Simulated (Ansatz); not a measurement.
Start from MoTe₂ (space group P6_3/mmc, No. 194; a = 3.497 Å, c = 13.696 Å; layered, stacked along the Cartesian z axis). Axes: x lies along a and z along c of the hexagonal cell.

Modification: compressive biaxial strain of 1.20 % in the plane normal to [001], as in epitaxy on a mismatched substrate; the out-of-plane cell vector and the atoms relax.

Computed with PBE-D3(BJ), PAW, 420 eV (Ansatz, an electronic-structure program; no spin-orbit coupling).

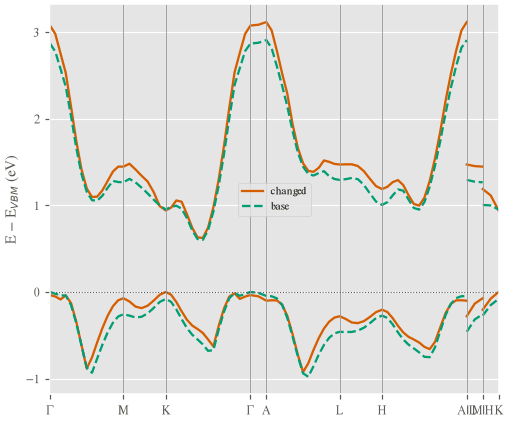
Highest valence and lowest conduction band along the path, each from its own valence-band maximum

From the figure, how large is the changed gap, and is it direct?

About 0.6 eV, indirect, K → K–Γ (44 % along).

Spin-orbit coupling, missing from the scalar runs, can matter with Te. Stability against distortions was not tested. The program warned that a D3 coordination switch lies within reach, so dispersion energies are less smooth here.
